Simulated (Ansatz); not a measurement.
# Preparing Be3N2 (P6_3/mmc) as a host crystal

Before any defect goes in: Be3N2 (P6_3/mmc) at rest, and how it screens a charge.

Method: plane-wave PAW DFT, PBEsol; relaxation of the host's cell and atoms, in the first sound run; inputs show where later runs differ, in Ansatz 0.2.0.

## 1. Set-up

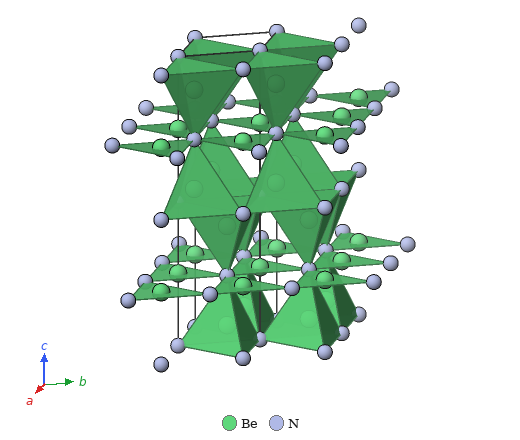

The cell as given, slightly off an axis (beryllium green, nitrogen light blue). 2×2×1 cells are drawn. Bonds to atoms that aren't drawn are left out. Some periodic images of atoms are drawn too.

Structure file:

```xyz
10
Lattice="2.8417 0.0000 0.0000 -1.4208 2.4610 0.0000 0.0000 0.0000 9.7468" Properties=species:S:1:pos:R:3 pbc="T T T"
Be    0.0000    1.6406    0.7650
Be    1.4208    0.8203    5.6384
Be    1.4208    0.8203    8.9819
Be    0.0000    1.6406    4.1084
Be    0.0000    0.0000    2.4367
Be    0.0000    0.0000    7.3101
N     0.0000    0.0000    0.0000
N     0.0000    0.0000    4.8734
N     0.0000    1.6406    2.4367
N     1.4208    0.8203    7.3101
```

## 2. Host cell relaxation

Cell and atoms are relaxed together, until forces and stress fall under their thresholds.

The input, cell/input.yaml:

```yaml
crystal:
  lattice:
    - [2.8416792, 0.0, 0.0]
    - [-1.4208396, 2.4609664, 0.0]
    - [0.0, 0.0, 9.746841]
  atoms:
    - { symbol: Be, position: [0.33333333, 0.66666667, 0.07848597] }
    - { symbol: Be, position: [0.66666667, 0.33333333, 0.57848597] }
    - { symbol: Be, position: [0.66666667, 0.33333333, 0.92151403] }
    - { symbol: Be, position: [0.33333333, 0.66666667, 0.42151403] }
    - { symbol: Be, position: [0.0, 0.0, 0.25] }
    - { symbol: Be, position: [0.0, 0.0, 0.75] }
    - { symbol: "N", position: [0.0, 0.0, 0.0] }
    - { symbol: "N", position: [0.0, 0.0, 0.5] }
    - { symbol: "N", position: [0.33333333, 0.66666667, 0.25] }
    - { symbol: "N", position: [0.66666667, 0.33333333, 0.75] }
basis:
  ecutwfc: 420
  xc_grid: 2
hamiltonian:
  xc: pbesol
kpoints:
  mp_grid: { grid: [11, 11, 3] }
scf:
  occupations: { method: fixed }
  max_iter: 100
relax:
  f_tol: 0.005
  max_steps: 60
  cell: {}
output:
  forces: true
  stress: true
checkpoint:
  write: "../cell.run"
  compress: false
  write_wavefunctions: false
  write_every: 100000
```

Started as:

```console
$ ansatz run input.yaml --threads 8 --pin off --max-ram 22609MiB --backend cpu --events-out ev --progress --plain --runs-dir out
```

Numbers of over 12 decimals in the logs are rounded to 6 here.

What it wrote:

```text
[... repeated set-up lines and file paths are left out, and long positions are rounded to six places ...]
Engine: ansatz 0.2.0, aarch64-unknown-linux-gnu
Pseudopotentials: kind: paw
Pseudopotential: Be, paw, valence charge 2, recommended cutoff 420 eV (normal), Be.paw.azcp
Pseudopotential: N, paw, valence charge 5, recommended cutoff 420 eV (normal), N.paw.azcp
Functional definition: PBEsol
  exchange = pbesol_x
  correlation = pbesol_c
Crystal: 10 atoms, lattice volume = 68.162 Å³
Basis set: ecut = 420 eV, 1329 PW (Γ), exchange–correlation on 40×40×144 points (8 copies of the dense FFT grid, shifted against one another)
Bands: 26, of which v1, the nominal top of the filled ones, is band 16 counted from 1 (15 counted from 0)
Symmetry: 24 space group operations
Space group: P63/mmc (ITA 194), of the structure as read, at distance tolerance 4.1e-5 Å
k-points: 32 of 363
Non-local potential: Be, projectors of the file, l = 0: 2, l = 1: 2, l = 2: 1
Non-local potential: N, projectors of the file, l = 0: 2, l = 1: 2, l = 2: 1
PAW form: soft (Blöchl's): semilocal exchange-correlation on the pseudo side does not see the compensation charge
PAW frozen core: Be, regenerated for the run's functional, and the local potential with it (the file was generated under x = pbe(κ = 0.804, μ = 0.219515), c = pbe(β = 0.066725))
PAW frozen core: N, regenerated for the run's functional, and the local potential with it (the file was generated under x = pbe(κ = 0.804, μ = 0.219515), c = pbe(β = 0.066725))
PAW one-centre angular grid: Be, 110 points (default); XC on 64 Gauss nodes
PAW one-centre angular grid: N, 110 points (default); XC on 64 Gauss nodes
Initial density: superposition of atomic densities (neutral atoms: chi_scale 0, normalization atom), corrected by the library's trained network
Initial wavefunctions: pseudopotential atomic-orbital guess
Functional: x = pbesol(κ = 0.804, μ = 0.123457), c = pbesol(β = 0.046)
SCF iter   1: F=—  HF=-2067.235768 eV  |F-HF|=—  |Δ(HF+E_count)|=         —  Δρ=8.85e-3  dr2=5.23e-2  ethr=1.77e-3  ⟨swp⟩=4.4  Hψ=3682  notcnv=0  defer=218
preconditioner: auto → none  [insulator: Δε(μ)=3.220 eV  Ē_g=14.858 eV  n_scr=6 (ndim 8)  ℏωp=25.4 eV  f_vac=0.000  ε∞_Penn≈3.9]
SCF iter   2: F=—  HF=-2067.220000 eV  |F-HF|=—  |Δ(HF+E_count)|=   1.58e-2  Δρ=3.07e-3  dr2=4.40e-3  ethr=1.63e-4  ⟨swp⟩=2.4  Hψ=1558  notcnv=0  defer=255
SCF iter   3: F=—  HF=-2067.218468 eV  |F-HF|=—  |Δ(HF+E_count)|=   1.53e-3  Δρ=7.88e-4  dr2=2.08e-4  ethr=1.37e-5  ⟨swp⟩=2.0  Hψ=1210  notcnv=0  defer=223
automatic band count: iteration 3 solves 25 bands in place of 26: the levels show a gap, and the empty bands left out lie too high to hold charge; the band table lists the bands solved (type scf.n_extra_bands for more)
SCF iter   4: F=—  HF=-2067.218349 eV  |F-HF|=—  |Δ(HF+E_count)|=   1.20e-4  Δρ=2.48e-4  dr2=4.50e-5  ethr=6.51e-7  ⟨swp⟩=2.2  Hψ=1090  notcnv=0  defer=143
SCF iter   5: F=—  HF=-2067.218212 eV  |F-HF|=—  |Δ(HF+E_count)|=   1.37e-4  Δρ=5.90e-5  dr2=1.41e-6  ethr=1.41e-7  ⟨swp⟩=2.2  Hψ=1096  notcnv=0  defer=108
SCF iter   6: F=-2067.218212 eV  HF=-2067.218212 eV  |F-HF|=3.39e-8  |Δ(HF+E_count)|=   2.44e-7  Δρ=1.32e-5  dr2=8.16e-8  ethr=3.13e-10  ⟨swp⟩=2.7  Hψ=2800  notcnv=0
SCF 1 converged in 6 iterations: F = -2067.218212 eV  dr2 = 8.16e-8
  greatest PAW one-centre occupation: 0.785 electrons in one spin orbital (limit 2), on the N atom at site 9 (counted from 0), in its partial waves of l = 0
relax step   1: F+E_penalty+E_count = -2067.21821151 eV  Δ(F+E_penalty+E_count) = +0.000e0 eV  max|allowed force component| = 4.783e-2 eV/Å  Δτ_max = 0.0000 Å  P = -1.454 GPa  Ω = 68.162 Å³  (6 SCF iters, dr2 threshold 1.00e-7 eV, accepted)
[... the SCF cycles and remarks between the steps are left out from here to the last step ...]
relax step   2: F+E_penalty+E_count = -2067.22088863 eV  Δ(F+E_penalty+E_count) = -2.677e-3 eV  max|allowed force component| = 3.368e-3 eV/Å  Δτ_max = 0.0019 Å  P = -0.790 GPa  Ω = 67.940 Å³  energy of the carried Pulay correction = +7.533e-4 eV  (5 SCF iters, dr2 threshold 1.00e-6 eV, accepted)
relax step   3: F+E_penalty+E_count = -2067.22239727 eV  Δ(F+E_penalty+E_count) = -1.509e-3 eV  max|allowed force component| = 6.574e-3 eV/Å  Δτ_max = 0.0001 Å  P = +0.091 GPa  Ω = 67.671 Å³  energy of the carried Pulay correction = +1.666e-3 eV  (5 SCF iters, dr2 threshold 1.00e-6 eV, accepted)
relax step   4: F+E_penalty+E_count = -2067.22233086 eV  Δ(F+E_penalty+E_count) = +6.642e-5 eV  max|allowed force component| = 1.611e-3 eV/Å  Δτ_max = 0.0003 Å  P = -0.001 GPa  Ω = 67.696 Å³  energy of the carried Pulay correction = +1.584e-3 eV  (4 SCF iters, dr2 threshold 4.70e-8 eV, accepted)
Initial wavefunctions: pseudopotential atomic-orbital guess (no wavefunctions were taken with the density)
iter 1 solved again at ethr=1.30e-7 eV; its pass at ethr=3.10e-3 eV (dr2=4.17e-5 eV) is discarded
SCF iter   1: F=—  HF=-2067.220864 eV  |F-HF|=—  |Δ(HF+E_count)|=         —  Δρ=4.31e-5  dr2=1.89e-7  ethr=1.30e-7  ⟨swp⟩=3.1  Hψ=5632  notcnv=0  defer=253
SCF iter   2: F=—  HF=-2067.220742 eV  |F-HF|=—  |Δ(HF+E_count)|=   1.22e-4  Δρ=2.07e-5  dr2=4.20e-8  ethr=5.91e-10  ⟨swp⟩=2.0  Hψ=1211  notcnv=0  defer=221
SCF iter   3: F=—  HF=-2067.220742 eV  |F-HF|=—  |Δ(HF+E_count)|=   7.45e-8  Δρ=6.92e-6  dr2=8.53e-9  ethr=1.31e-10  ⟨swp⟩=2.1  Hψ=1100  notcnv=0  defer=221
SCF iter   4: F=—  HF=-2067.220742 eV  |F-HF|=—  |Δ(HF+E_count)|=   6.05e-9  Δρ=9.23e-7  dr2=3.74e-10  ethr=2.67e-11  ⟨swp⟩=2.0  Hψ=1169  notcnv=0  defer=221
SCF iter   5: F=-2067.220742 eV  HF=-2067.220742 eV  |F-HF|=1.09e-11  |Δ(HF+E_count)|=  4.27e-11  Δρ=3.63e-7  dr2=4.46e-11  ethr=1.00e-12  ⟨swp⟩=4.1  Hψ=2474  notcnv=0
SCF 5 converged in 5 iterations: F = -2067.220742 eV  dr2 = 4.46e-11
relax step   5: F+E_penalty+E_count = -2067.22074170 eV  Δ(F+E_penalty+E_count) = +1.589e-3 eV  max|allowed force component| = 1.694e-3 eV/Å  Δτ_max = 0.0000 Å  P = -0.041 GPa  Ω = 67.696 Å³  stress off target by 4.32e-2 GPa  SCF on the basis re-selected at this cell (its energy is not comparable with the rows above)  (5 SCF iters)
basis re-selected at this cell: Δ(F+E_penalty+E_count) = +1.589e-3 eV, ΔP = -0.040 GPa vs the last step (what re-selecting the basis moved, of the pressure what is left beyond the Pulay correction that the steps carried, after the strain that the cell walked [...]
SCF converged after 5 iterations
Free energy (F): -2067.220742 eV
Harris-Foulkes:  -2067.220742 eV  (|F-HF|=1.09e-11)
Internal energy: -2067.220742 eV  (E = F + TS)
E sigma→0 (E₀):  -2067.220742 eV
Fermi energy:    7.954880 eV
--- Per-component energies (eV) ---
  E_band       = 56.312991
  E_kinetic    = 664.358258
  E_local      = -809.956537  (includes V_loc(G=0)·N_el)
  E_nonlocal   = 210.026952
  E_hartree    = 257.505232
  E_xc         = -361.412225
  E_vxc        = -436.285417  (∫ρ·V_xc dr)
  E_paw        = -835.111682  (= ΣΔE_a)
  E_vpaw       = -86.841075  (= ΣTr[D̂ρ^β])
  E_aug_tail   = 0.000387  (compensation charges beyond the density's cutoff)
  E_ewald      = -1192.800710
  E_core_change = 0.169583  (= ΣΔE_core)
  E_smearing   = -0.000000  (= −TS)
  E_closure    = -0.000000  (closes the sum)
  Σ components = -2067.220742   (vs F -2067.220742, Δ=0.00e0)
--- Forces (eV/Å), atoms counted from 1 ---
  atom   1  Be    -0.00000000    -0.00000000     0.00169399
  atom   2  Be     0.00000000     0.00000000     0.00169399
  atom   3  Be     0.00000000     0.00000000    -0.00169399
  atom   4  Be     0.00000000    -0.00000000    -0.00169399
  atom   5  Be     0.00000000     0.00000000    -0.00000000
  atom   6  Be     0.00000000    -0.00000000     0.00000000
  atom   7  N      0.00000000     0.00000000     0.00000000
  atom   8  N      0.00000000    -0.00000000     0.00000000
  atom   9  N      0.00000000     0.00000000    -0.00000000
  atom  10  N      0.00000000    -0.00000000     0.00000000
  max |Σ_I F_I| component: 8.33e-17 eV/Å
--- Stress (GPa, compression-positive) ---
       -0.043230       0.000000       0.000000
        0.000000      -0.043230      -0.000000
        0.000000      -0.000000      -0.035435
  P = ⅓ Tr σ = -0.0406 GPa (-0.406 kbar)
--- Relaxed structure (4 steps of the walk, 4 accepted, 1 SCFs on fresh bases) ---
  F+E_penalty+E_count = -2067.22074170 eV   max|allowed force component| = 1.694e-3 eV/Å   (the final SCF, on the basis selected at the relaxed cell)
  cell:  # Å, volume = 67.6957 Å³
    - [2.837294, 0.0, 0.0]
    - [-1.418647, 2.457169, 0.0]
    - [0.0, 0.0, 9.710057]
  atoms:
    - { symbol: Be, position: [0.333333, 0.666667, 0.078247] }
    - { symbol: Be, position: [0.666667, 0.333333, 0.578247] }
    - { symbol: Be, position: [0.666667, 0.333333, 0.921753] }
    - { symbol: Be, position: [0.333333, 0.666667, 0.421753] }
    - { symbol: Be, position: [0, 0, 0.25] }
    - { symbol: Be, position: [0, 0, 0.750000] }
    - { symbol: N, position: [0, 0, 0] }
    - { symbol: N, position: [0, 0, 0.5] }
    - { symbol: N, position: [0.333333, 0.666667, 0.25] }
    - { symbol: N, position: [0.666667, 0.333333, 0.750000] }
```

It took 2.5 s on 8 threads of Arm Neoverse V2, shared host; peak memory 0.43 GiB; 14 s of CPU time.

Relaxation path:

```
step  energy less that of the first step (eV)  largest force component (eV/Å)  pressure (GPa)  volume (Å³)
   1                                   0.0000                          0.0478           -1.45        68.16
   2                                  -0.0027                          0.0034           -0.79        67.94
   3                                  -0.0042                          0.0066            0.09        67.67
   4                                  -0.0041                          0.0016            0.00        67.70
  5*                                  -0.0025                          0.0017           -0.04        67.70
```

Relaxation steps marked * repeat the geometry before them on a plane-wave basis chosen anew for their cell, so energy and pressure can jump there.

Forces are held to the 24 operations that the run works with; a distortion that breaks them can't arise in this run.

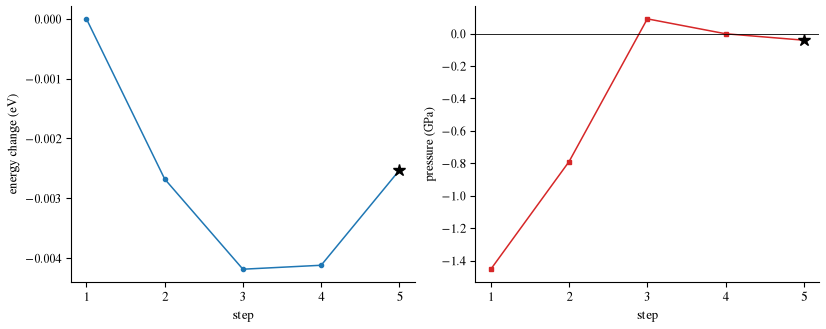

Energy and pressure along the relaxation. Stars mark steps on a basis chosen anew.

```
conventional cell, symmetrised  before  after  change
                         a (Å)   2.842  2.837  -0.2 %
                         b (Å)   2.842  2.837  -0.2 %
                         c (Å)   9.747  9.710  -0.4 %
              volume (Å³/atom)    6.82   6.77  -0.7 %
```

Final coordinates:

```xyz
10
Lattice="2.8373 0.0000 0.0000 -1.4186 2.4572 0.0000 0.0000 0.0000 9.7101" Properties=species:S:1:pos:R:3 pbc="T T T"
Be    0.0000    1.6381    0.7598
Be    1.4186    0.8191    5.6148
Be    1.4186    0.8191    8.9503
Be    0.0000    1.6381    4.0952
Be    0.0000    0.0000    2.4275
Be    0.0000    0.0000    7.2825
N     0.0000    0.0000    0.0000
N     0.0000    0.0000    4.8550
N     0.0000    1.6381    2.4275
N     1.4186    0.8191    7.2825
```

Numbers from this step:

```yaml
pressure: -0.04063 GPa
```

The relaxation ends with a largest force component of 0.0017 eV/Å and a pressure of -0.04 GPa.

## 3. Dielectric tensors of the host

The response to a uniform electric field gives the electronic dielectric tensor.

This step: plane-wave PAW DFPT, PBEsol; dielectric tensors, Born charges and zone-centre modes of the host (Ansatz 0.2.0).

The input, eps/input.yaml:

```yaml
crystal:
  lattice:
    - [2.837294455, 0.0, 0.0]
    - [-1.4186472275, 2.457169076, 0.0]
    - [0.0, 0.0, 9.7100566441]
  atoms:
    - { symbol: Be, position: [0.3333333333, 0.6666666667, 0.0782469582] }
    - { symbol: Be, position: [0.6666666667, 0.3333333333, 0.5782469582] }
    - { symbol: Be, position: [0.6666666667, 0.3333333333, 0.9217530418] }
    - { symbol: Be, position: [0.3333333333, 0.6666666667, 0.4217530418] }
    - { symbol: Be, position: [0.0, 0.0, 0.25] }
    - { symbol: Be, position: [0.0, 0.0, 0.75] }
    - { symbol: "N", position: [0.0, 0.0, 0.0] }
    - { symbol: "N", position: [0.0, 0.0, 0.5] }
    - { symbol: "N", position: [0.3333333333, 0.6666666667, 0.25] }
    - { symbol: "N", position: [0.6666666667, 0.3333333333, 0.75] }
basis:
  ecutwfc: 420
hamiltonian:
  xc: pbesol
kpoints:
  mp_grid: { grid: [10, 10, 3] }
scf:
  occupations: { method: fixed }
  max_iter: 100
phonons:
  method: dfpt
  dielectric: true
  rigid_motions: translations
```

What it wrote:

```text
[...]
Crystal: 10 atoms, lattice volume = 67.696 Å³
Basis set: ecut = 420 eV, 1329 PW (Γ), exchange–correlation on 40×40×144 points (8 copies of the dense FFT grid, shifted against one another)
Bands: 26, of which v1, the nominal top of the filled ones, is band 16 counted from 1 (15 counted from 0)
Symmetry: 24 space group operations
k-points: 86 of 300 (irreducible under 2 space group operations, time reversal used)
[...]
SCF iter   1: F=—  HF=-2067.238131 eV  |F-HF|=—  |Δ(HF+E_count)|=         —  Δρ=8.79e-3  dr2=5.09e-2  ethr=1.77e-3  ⟨swp⟩=4.2  Hψ=9818  notcnv=0  defer=601
[...]
SCF iter   8: F=-2067.220809 eV  HF=-2067.220809 eV  |F-HF|=4.77e-11  |Δ(HF+E_count)|=  2.58e-10  Δρ=4.09e-7  dr2=9.14e-11  ethr=1.00e-12  ⟨swp⟩=11.4  Hψ=15916  notcnv=0
SCF 1 converged in 8 iterations: F = -2067.220809 eV  dr2 = 9.14e-11
[...]
NSCF: frozen V_eff on 5 k-points
DFPT response loops at Γ: preconditioner auto → Resta (q_TF=auto, 2.408 Å⁻¹)  ε∞=4.3 (no band partly filled); β = 1.00, the filter's whole step (`scf.mixing.beta` (0.50) is not read by the response loops at its default; [...]
── the response to a field inside a basis, on 10×10×4 k-points: an SCF that follows is theirs, and a resumed run solves both again ──
Bands: 17, of which v1, the nominal top of the filled ones, is band 16 counted from 1 (15 counted from 0)
k-points: 60 of 400 (irreducible under 8 space group operations)
[...]
Eigensolver: Dense (60 Hₖ)
SCF iter   1: F=—  HF=-2067.212101 eV  |F-HF|=—  |Δ(HF+E_count)|=         —  Δρ=2.99e-4  dr2=1.10e-5  ethr=1.00e-1
[...]
SCF iter   4: F=-2067.212107 eV  HF=-2067.212107 eV  |F-HF|=1.37e-8  |Δ(HF+E_count)|=   3.04e-8  Δρ=6.16e-6  dr2=2.04e-8  ethr=2.33e-9
SCF 1 converged in 4 iterations: F = -2067.212107 eV  dr2 = 2.04e-8
[...]
SCF converged after 8 iterations
Free energy (F): -2067.220809 eV
[...]
Internal energy: -2067.220809 eV  (E = F + TS)
E sigma→0 (E₀):  -2067.220809 eV
Fermi energy:    7.954889 eV
[...]
--- Band table (eV; the first three rows and the last of 86) ---
[...]
[... further k-points left out ...]
--- Phonons (Γ-DFPT): 8 representative perturbations + reference, on 86 of 300 k-points (Σ response iterations 24) ---
  k mesh reduced under 2 symmetry operations, with k and −k counted as one. Each operation leaves every solved perturbation unchanged. A smaller set is not considered because the run solves the response to a homogeneous field
  ASR residual: 3.670e-4 → 0.000e0 eV/Å²; symmetrization residual: 1.727e-5 eV/Å²
  ASR residual per site (eV/Å²): 3.10e-4 3.10e-4 3.10e-4 3.10e-4 9.95e-5 9.95e-5 3.67e-4 3.67e-4 1.17e-4 1.17e-4
  Γ frequencies (cm⁻¹): 0.00 0.00 0.00 240.68 240.68 243.92 251.71 251.71 340.16 348.61 348.61 410.14 528.56 528.56 529.42 529.42 534.91 534.91 535.56 535.56 666.85 698.50 829.44 882.13 920.87 958.75 958.75 959.25 959.25 1107.52
  ε∞ (high-frequency dielectric tensor):
        4.537591     0.000000     0.000000
        0.000000     4.537591     0.000000
        0.000000     0.000000     5.469987
  ε⁰ (static dielectric tensor: ions relaxed, cell fixed):
       11.712110    -0.000000     0.000000
       -0.000000    11.712110    -0.000000
        0.000000    -0.000000    32.817994
  ε⁰ − ε∞ (ionic part):
        7.174519    -0.000000     0.000000
       -0.000000     7.174519    -0.000000
        0.000000    -0.000000    27.348007
  softest optical mode at Γ: 240.68 cm⁻¹; the repairs (sum rule, projections) moved no ω² at Γ by more than (5.00 cm⁻¹)²
  Born effective charges Z* (e; rows j = field, columns β = displacement):
    site 0:
         1.68707   -0.00000    0.00000
        -0.00000    1.68707   -0.00000
         0.00000    0.00000    1.83792
    site 1:
         1.68707   -0.00000    0.00000
        -0.00000    1.68707    0.00000
         0.00000   -0.00000    1.83792
    site 2:
         1.68707    0.00000   -0.00000
        -0.00000    1.68707   -0.00000
         0.00000    0.00000    1.83792
    site 3:
         1.68707   -0.00000   -0.00000
         0.00000    1.68707    0.00000
         0.00000   -0.00000    1.83792
    site 4:
         1.64217    0.00000   -0.00000
         0.00000    1.64217    0.00000
         0.00000   -0.00000    2.04567
    site 5:
         1.64217   -0.00000   -0.00000
        -0.00000    1.64217    0.00000
         0.00000   -0.00000    2.04567
    site 6:
        -2.86898    0.00000   -0.00000
         0.00000   -2.86898   -0.00000
        -0.00000   -0.00000   -2.59799
    site 7:
        -2.86898    0.00000   -0.00000
        -0.00000   -2.86898    0.00000
        -0.00000    0.00000   -2.59799
    site 8:
        -2.14734    0.00000   -0.00000
        -0.00000   -2.14734    0.00000
         0.00000   -0.00000   -3.12352
    site 9:
        -2.14734   -0.00000   -0.00000
        -0.00000   -2.14734    0.00000
         0.00000   -0.00000   -3.12352
  Z* charge neutrality: 4.637e-3 e pre-enforcement
  solved inside a basis spanned on kpoints, on 10×10×4 k-points, its susceptibility summed on 14×14×4: ε∞ is read to err by 2.1e-2, Z* by 1.2e-2 e (field_mesh: kpoints solves on kpoints); Z* is corrected for what the basis lacks
  optical modes at Γ without the LO–TO term, one row a degenerate level:
      ω (cm⁻¹)  modes    IR ((D/Å)²/amu)
        240.68      2             0.0000
[...]
optical modes at Γ + LO–TO along q̂ = [1.0000, 0.0000, 0.0000]:
      ω (cm⁻¹)  modes    IR ((D/Å)²/amu)
[...]
optical modes at Γ + LO–TO along q̂ = [0.0000, 1.0000, 0.0000]:
      ω (cm⁻¹)  modes    IR ((D/Å)²/amu)
[...]
optical modes at Γ + LO–TO along q̂ = [0.0000, 0.0000, 1.0000]:
      ω (cm⁻¹)  modes    IR ((D/Å)²/amu)
[...]
528.56      2             0.0000
        529.42      2             0.0000
        534.91      2             0.0000
        535.56      2           112.3318
        666.85      1             0.0000
        731.73      1             2.9261
        882.13      1             0.0000
        920.87      1             0.0000
        958.75      2            58.1102
        959.25      2             0.0000
       1067.41      1            96.8084
       1107.52      1             0.0000
```

The job ended after 34 s (8 threads; peak memory 0.95 GiB).

Electronic dielectric tensor:

```
4.54 0.00 0.00
0.00 4.54 0.00
0.00 0.00 5.47
```

Static dielectric tensor:

```
11.71  0.00  0.00
 0.00 11.71  0.00
 0.00  0.00 32.82
```

The principal values of the electronic dielectric tensor are 4.54, 4.54 and 5.47. The principal values of the static dielectric tensor are 11.71, 11.71 and 32.82.

[end of part 1 of 5]

[Logs are printed without paths, hosts, clocks, repeated set-up lines and the standing remarks that a program may print on its own settings, such as how far it seeks lower states.]

[Hosts, paths, dates, database ids (printed as entryN), source tags and the programs' standing remarks are cut or masked in the printed files.]

[Runs of the host that timed out are not shown.]

[For some hosts the program warned that the k-mesh of the response run may be too coarse for force constants and the static dielectric constant; such warnings are not always shown.]
